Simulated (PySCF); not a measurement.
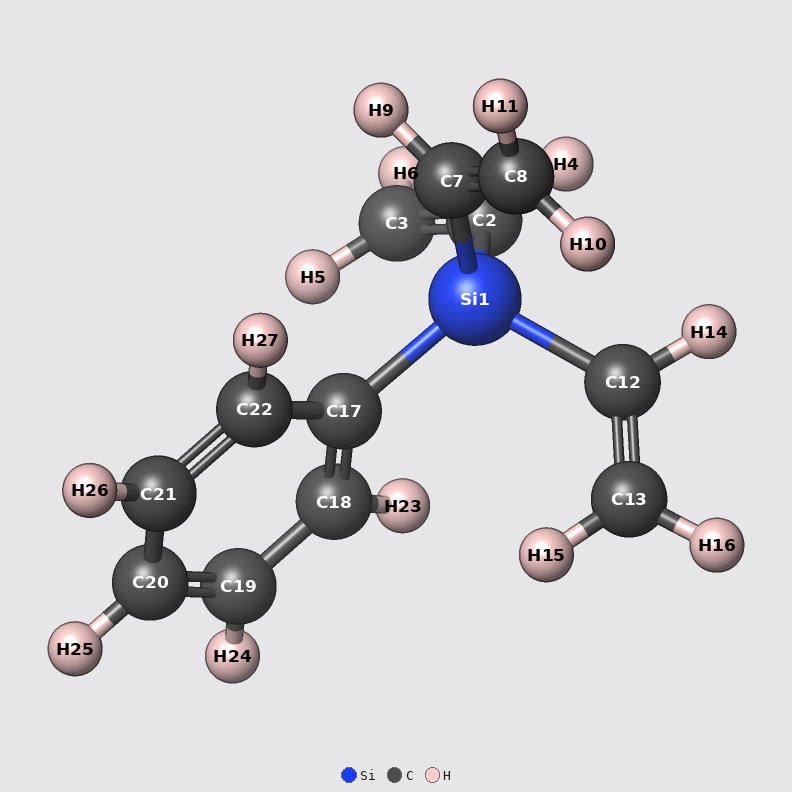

Computed geometry: PBE0-D3(BJ)/def2-SVP optimisation. No frequency run is at hand to confirm it as a minimum. Level of theory: delta-SCF UKS SCAN, pcX-2 on the ionised atom (unc-x2c-TZVPall on a metal), pcseg-1 elsewhere, spin-free X2C (PySCF 2.14.0).

Give the core-electron binding energies (to vacuum; p and d levels without spin–orbit splitting) of Si1 1s, Si1 2p, C2 1s, C3 1s, C17 1s, C18 1s, C19 1s, C20 1s.

| atom | level | binding energy (eV) |
| --- | --- | --- |
| Si1 | 1s | 1845.6 |
| Si1 | 2p | 105.9 |
| C2 | 1s | 289.6 |
| C3 | 1s | 290.0 |
| C17 | 1s | 289.5 |
| C18 | 1s | 290.0 |
| C19 | 1s | 290.1 |
| C20 | 1s | 290.1 |
